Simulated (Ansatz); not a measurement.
**AlCl (aluminium monochloride) at SVWN5/aug-cc-pVTZ**

Aim: the energy change on altering one bond length of AlCl (aluminium monochloride) at SVWN5/aug-cc-pVTZ, from 2 runs. 

The results are computed with Ansatz 0.2.0.

34 further runs of the same task are left out: 34 set aside as unsound or not needed.

**1. The system as given**

AlCl has 2 atoms, charge 0, and is taken as a singlet. SMILES: `[Al][Cl]`. The bond length is the measured one.

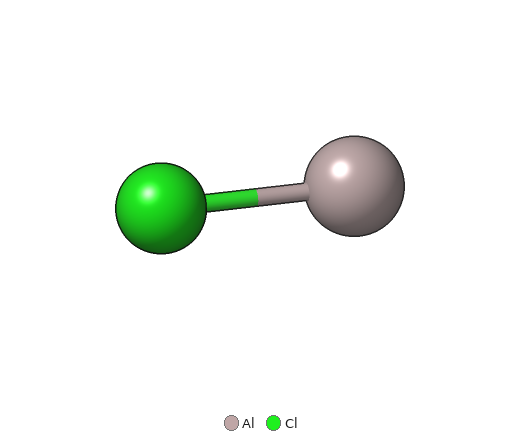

The structure, seen from a chosen angle (aluminium light grey, chlorine green).

**2. The energy at SVWN5/aug-cc-pVTZ**

The input, molecule.yaml:

```yaml
crystal:
  periodic: [false, false, false]
  atoms:
    - {symbol: Al, position_ang: [0.000000, 0.000000, 0.000000]}
    - {symbol: Cl, position_ang: [0.000000, 0.000000, 2.130113]}
basis:
  gaussian:
    orbitals: aug-cc-pVTZ
total_charge: 0
hamiltonian:
  xc: {name: SVWN5}
accuracy: high
output: {orbitals: {seedname: orbitals}}
```

The run is started by

```console
$ ansatz run molecule.yaml --threads 1 --pin off --max-ram 3480MiB --events-out events.jsonl --progress --plain --runs-dir runs
```

Output:

```text
Warning: RAYON_NUM_THREADS=1 ignored (pool sized by the plan → 1); use --threads N
Functional definition: SVWN5
  name "SVWN5"
  exchange = slater_x
  correlation = vwn5_c
1311 factors; integrals over basis functions are off by at most 4.0e-9 eV
mean field evaluation 1: about -19052.0563 eV, gradient 1.8e1 eV
mean field evaluation 2: about -19050.1138 eV, gradient 3.3e1 eV
mean field evaluation 4: about -19052.9624 eV, gradient 1.6e0 eV
mean field evaluation 8: about -19052.9684 eV, gradient 2.4e-2 eV
mean field evaluation 16: about -19052.9684 eV, gradient 1.7e-6 eV
mean field -19052.96839821 eV, -700.1836740685 hartree, gradient 5.2e-8 eV, S^2 0.000000; 0 other end points of the search recorded, 0 dependent functions left out
reference -19052.96840132 eV, -700.1836741826 hartree; 15, 15 occupied and 85, 85 virtual orbitals, 1311 factors
Total energy: -19052.96840132 eV, -700.1836741826 hartree
```

It took 2.4 s on 1 thread of AMD EPYC 7R13 (Zen 3), shared host; peak memory 0.2 GiB.

**3. The distorted shape**

The input, input.yaml:

```yaml
crystal:
  periodic: [false, false, false]
  atoms:
    - {symbol: Al, position_ang: [0.000000, 0.000000, -1.065087]}
    - {symbol: Cl, position_ang: [0.000000, 0.000000, 2.130113]}
basis:
  gaussian:
    orbitals: aug-cc-pVTZ
hamiltonian:
  xc: {name: SVWN5}
accuracy: high
output:
  orbitals: {seedname: orbitals}
```

The run is started by

```console
$ ansatz run input.yaml --threads 1 --pin off --max-ram 3480MiB --events-out events.jsonl --progress --plain --runs-dir runs
```

Output:

```text
Warning: RAYON_NUM_THREADS=1 ignored (pool sized by the plan → 1); use --threads N
Functional definition: SVWN5
  name "SVWN5"
  exchange = slater_x
  correlation = vwn5_c
1301 factors; integrals over basis functions are off by at most 3.5e-9 eV
mean field evaluation 1: about -19048.3304 eV, gradient 2.5e1 eV
mean field evaluation 2: about -18862.9776 eV, gradient 1.3e2 eV
mean field evaluation 4: about -19050.0591 eV, gradient 1.4e1 eV
mean field evaluation 8: about -19050.9413 eV, gradient 4.5e-1 eV
mean field evaluation 16: about -19050.9403 eV, gradient 2.9e-5 eV
mean field -19050.94031457 eV, -700.1091433693 hartree, gradient 2.9e-8 eV, S^2 0.000000; 0 other end points of the search recorded, 0 dependent functions left out
reference -19050.94031796 eV, -700.1091434939 hartree; 15, 15 occupied and 85, 85 virtual orbitals, 1301 factors
Total energy: -19050.94031796 eV, -700.1091434939 hartree
```

It took 2.2 s on 1 thread of AMD EPYC 7R13 (Zen 3), shared host; peak memory 0.19 GiB.

**4. Results**

At SVWN5/aug-cc-pVTZ:

| quantity | value |
| --- | --- |
| first shape: total energy | -700.18367 Eh |
| first shape: HOMO energy | -6.16 eV |
| first shape: LUMO energy | -2.51 eV |
| first shape: HOMO–LUMO gap | 3.65 eV |
| distorted shape: total energy | -700.10914 Eh |
| distorted shape: HOMO energy | -5.75 eV |
| distorted shape: LUMO energy | -3.87 eV |
| distorted shape: HOMO–LUMO gap | 1.88 eV |
| energy change with the Al1–Cl2 bond stretched from 2.130 to 3.195 Å | 2.028 eV |

**Reading.** With the Al1–Cl2 bond stretched from 2.130 to 3.195 Å the energy rises by 2.03 eV (47 kcal/mol). The first shape isn't relaxed at this level, so the change isn't measured from a minimum.
